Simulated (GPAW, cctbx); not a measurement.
# How far are the atoms of K2LiAlBr6 from free atoms?

Aim: compute the bonding part of the density of K2LiAlBr6, find which reflections carry it, and see how it biases an ordinary refinement.

The start was made by putting kin elements into a known structure type; the compound need not exist, or be stable, in this form. All numbers below are calculated.

**1. Find the equilibrium geometry**

The density hangs on the geometry, so cell and atoms are relaxed first, with the symmetry held. The cutoff is set higher than for the density because stress converges slowly with plane waves.

Settings: GPAW 26.7.0, PBE, 670 eV, 3×3×3 k-points, Fermi–Dirac width 0.05 eV, BFGS to 0.03 eV/Å.

```text
cell
1.0
     0.000000000    4.919500000    4.919500000
     4.919500000    0.000000000    4.919500000
     4.919500000    4.919500000    0.000000000
Br K Al Li
6 2 1 1
Direct
0.773100000 0.773100000 0.226900000
0.226900000 0.226900000 0.773100000
0.773100000 0.226900000 0.773100000
0.226900000 0.773100000 0.773100000
0.226900000 0.773100000 0.226900000
0.773100000 0.226900000 0.226900000
0.750000000 0.750000000 0.750000000
0.250000000 0.250000000 0.250000000
0.000000000 0.000000000 0.000000000
0.500000000 0.500000000 0.500000000
```

```console
$ OMP_NUM_THREADS=1 mpirun -n 4 gpaw python run.py > gpaw.log
```

```text
BFGS:    0      -28.788758        4.006024
BFGS:    1      -30.078685        2.549306
BFGS:    2      -31.249449        0.984417
BFGS:    3      -31.366229        0.821470
...
BFGS:    8      -31.984037        0.427187
BFGS:    9      -32.033747        0.137127
BFGS:   10      -32.038935        0.012301
cell  7.4784 7.4784 7.4784  60.00 60.00 60.00
volume 295.744 A^3, largest force 0.008 eV/A, largest stress 0.07 GPa
```

The cell moved far, while the k-mesh and basis were chosen for the start, so the final shape may be somewhat biased.

After 10 steps the volume has changed by +24.2 % and the energy by -3.250 eV; the largest stress left is 0.07 GPa. It took 2.9 min on 4 cores of AMD EPYC 7B13 (Zen 3) (shared host), peak memory 1.7 GiB.

Relaxed structure: Fm-3m (no. 225), a = 10.5761 Å, b = 10.5761 Å, c = 10.5761 Å, α = 90.00°, β = 90.00°, γ = 90.00°.

| atom | mult. | x | y | z |
| --- | --- | --- | --- | --- |
| Br1 | 24 | 0 | 0 | 0.7607 |
| K1 | 8 | 1/4 | 1/4 | 3/4 |
| Al1 | 4 | 0 | 0 | 0 |
| Li1 | 4 | 1/2 | 0 | 0 |

**2. Density and charge transfer**

X-rays see the whole electron density, so the PAW density is rebuilt with its core regions. Subtracting spherical free atoms from the same code cancels the cores and leaves the deformation density Δρ, the part due to bonding.

Settings: PBE, 550 eV, 3×3×3 k-points, Fermi–Dirac width 0.05 eV; primitive cell of 10 atoms.

```console
$ OMP_NUM_THREADS=1 mpirun -n 4 gpaw python run.py > gpaw.log
```

```text
|iter:   1|       0s |  -32.520667 | -0.51 |       |
|iter:   2|       1s |  -32.438747 | -2.47 | -1.28 |
|iter:   3|       3s |  -32.140776 | -2.15 | -1.32 |
...
|iter:   7|       7s |  -32.032783c| -6.39 | -3.38 |
|iter:   8|       8s |  -32.032786c| -7.41c| -3.93 |
|iter:   9|       9s |  -32.032786c| -7.75c| -4.75c|
```

```text
grid (84, 84, 84)  electrons 264.000  moved by bonding 1.549 e
deformation density beyond 0.5 A of the nuclei: max 0.090, min -0.076 e/A^3
atom        x       y       z   Voronoi charge  moment
Br1    0.7607  0.7607  0.2393     -0.164       0.00
Br2    0.2393  0.2393  0.7607     -0.164       0.00
Br3    0.7607  0.2393  0.7607     -0.164       0.00
Br4    0.2393  0.7607  0.7607     -0.164       0.00
Br5    0.2393  0.7607  0.2393     -0.164       0.00
Br6    0.7607  0.2393  0.2393     -0.164       0.00
K 7    0.7500  0.7500  0.7500      0.261       0.00
K 8    0.2500  0.2500  0.2500      0.261       0.00
Al9    0.0000  0.0000  0.0000      0.310       0.00
Li10   0.5000  0.5000  0.5000      0.149       0.00
mean inner potential of superposed free atoms 11.160 V
total magnetic moment 0.000 muB
```

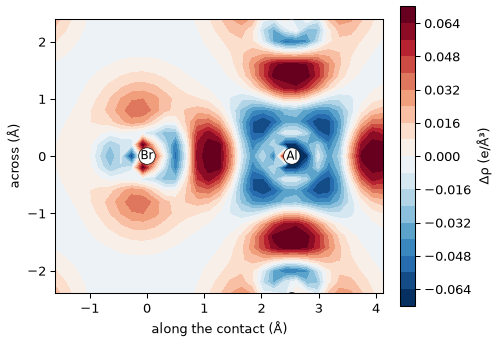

Deformation density in a plane through the shortest contact of the Br atom at the origin; red gains electrons, blue loses them.

Br gains most (-0.16 e) and Al loses most (+0.31 e); Br is the most electronegative element, but the order of the others doesn't follow electronegativity. Such charges fall far short of formal ones, since overlapping free atoms already put density on their neighbours. Along the shortest contact from the Br atom at the map's origin, Br–Al at 2.53 Å, Δρ is +0.08 e/Å³ at the midpoint and highest, +0.09, 1.14 Å from Br (points within 0.5 Å of a nucleus left out): a modest build-up. At the midpoints of other shortest contacts it is +0.01 (Br–Li, 2.76 Å) e/Å³. Point values carry grid noise of about 0.01 e/Å³. The run needed 9 iterations, 26 s.

**3. Structure factors**

The Fourier components of Δρ, added to those of the free atoms, give the static X-ray structure factors; the Mott–Bethe relation turns them into the Fourier components V of the potential that fast electrons feel.

```text
static structure factors of the conventional cell: F in electrons, V (Mott-Bethe) in volts
   h  k  l      d  |F| table  |F| free   |F| DFT   change   |V| free  |V| DFT  change %
   1  1  1  6.1061    90.697    90.768    90.694   -0.074     0.803    0.813      1.3
   0  2  0  5.2881   183.269   183.026   183.829    0.803     1.245    1.158     -7.0
   0  2  2  3.7392    67.182    67.051    69.018    1.967     0.438    0.545     24.3
   1  3  1  3.1888    16.503    16.600    16.184   -0.416     0.196    0.212      8.4
   2  2  2  3.0531   772.010   772.326   775.137    2.811     5.349    5.248     -1.9
   0  4  0  2.6440   826.449   826.984   827.942    0.959     5.932    5.906     -0.4
   1  3  3  2.4263    43.800    43.810    44.419    0.609     0.214    0.200     -6.5
   0  4  2  2.3649   147.811   147.898   147.664   -0.234     0.793    0.798      0.6
   2  4  2  2.1588    71.084    71.165    70.865   -0.301     0.039    0.034    -13.8
   3  3  3  2.0354    96.416    96.455    97.133    0.678     0.506    0.495     -2.2
   1  5  1  2.0354   123.274   123.306   123.215   -0.090     0.745    0.747      0.2
   0  4  4  1.8696   719.466   719.453   718.290   -1.163     4.286    4.302      0.4
   1  5  3  1.7877    64.767    64.731    64.437   -0.294     0.375    0.378      1.0
   2  4  4  1.7627   130.562   130.310   129.572   -0.739     0.532    0.540      1.7
```

The largest X-ray change is +2.81 e on 222, 0.4 % of |F|. For electrons V goes as (Z − F)/g², so a change of F counts against Z − F, which is small at low angle and wherever the atoms' terms cancel: |V| of 022 moves by +24.3 % (0.44 to 0.55 V) against +2.9 % in |F|. The last three rows still change by up to 1.16 e; the table stops while the angles are still low. The tabulated Hartree–Fock atoms differ from the free DFT atoms by up to 0.54 e, so the choice of reference atom matters too.

**4. The functional ladder**

The same geometry is run with other functionals, to see whether the bonding signal is larger than the spread between approximations. Free atoms are LDA for LDA and PBE otherwise; meta-GGAs and hybrids keep PBE cores. Any other changed setting is in the row's label.

| run | ΔF 222 (e) | ΔF 022 (e) | ΔF 044 (e) | q(Br) (e) | moved (e) | time |
| --- | --- | --- | --- | --- | --- | --- |
| PBE | +2.811 | +1.967 | -1.163 | -0.164 | 1.549 | 26 s |
| LDA | +2.406 | +1.849 | -1.122 | -0.153 | 1.409 | 28 s |
| r2SCAN | +3.229 | +2.317 | -1.341 | -0.187 | 1.739 | 42 s |

At the base's settings ΔF(222) spans +2.406 to +3.229 e, a spread of 29 % of the PBE value; over the three listed reflections the spread is at most 29 %, so the sign holds and the size hangs on the functional. Times are from shared hosts.

**5. Refining ordinary atoms against data with bonding**

Routine crystallography fits spherical atoms. To see the bias, intensities are simulated from tabulated atoms plus the DFT change ΔF, so that bonding alone can misfit (13634 reflections of the full sphere, merged to the counts below, to 0.45 Å, 1.5 % proportional noise plus counting noise, assumed isotropic U as listed, Δρ smeared by the mean U) and refined with cctbx over different ranges.

```csv
range,data,R1,GooF,U Br1 (true 0.0037),U K1 (true 0.0045),U Al1 (true 0.0051),U Li1 (true 0.0068),largest shift (Å),"Δρ max, min (e/Å³)"
all data,399,0.0034,1.07,0.0037,0.0045,0.0051,0.0075,0.0000,"0.14, -0.17"
"low resolution, d > 0.84",78,0.0033,1.35,0.0036,0.0045,0.0048,0.0072,0.0002,"0.13, -0.06"
"high order, d < 0.75",296,0.0036,0.96,0.0037,0.0045,0.0051,0.0074,0.0001,"0.15, -0.12"
"occupancies free, d > 0.7",127,0.0032,1.29,0.0036,0.0044,0.0051,0.0074,0.0001,"0.12, -0.11"
```

With all data GooF is 1.07, diluted by the many high-angle data; the misfit shows at low resolution; the top residual peak, near noise level, lies 0.48 Å from K and 3.37 Å from Br. No U is off by more than 3 s.u. at low resolution. With Br1 held at 1 and the scale free, the other occupancies refine to K1 0.999(0.002), Al1 1.000(0.004) and Li1 1.003(0.021), within three s.u. of full.

**6. Answer**

Bonding moves 1.55 e in the primitive cell of K2LiAlBr6 and changes the structure factors of the conventional cell in the table above by at most 2.81 e (222, 0.4 %), and among reflections above 2 % of the strongest by up to 2.9 % (022). The shortest bond, Br–Al, has Δρ = +0.08 e/Å³ at its midpoint. At the base's settings ΔF(222) spans +2.406 to +3.229 e, a spread of 29 % of the PBE value; over the three listed reflections the spread is at most 29 %, so the sign holds and the size hangs on the functional. With all data GooF is 1.07, diluted by the many high-angle data. Limits: static density, frozen cores, no spin–orbit coupling.

[Outputs are excerpts: Python notices, other lines and further rows are left out; steps that failed or that the build refused (PBEsol, TPSS) are not shown.]

[Logs are printed without paths, hosts, clocks, repeated set-up lines and the standing remarks that a program may print on its own settings, such as how far it seeks lower states.]
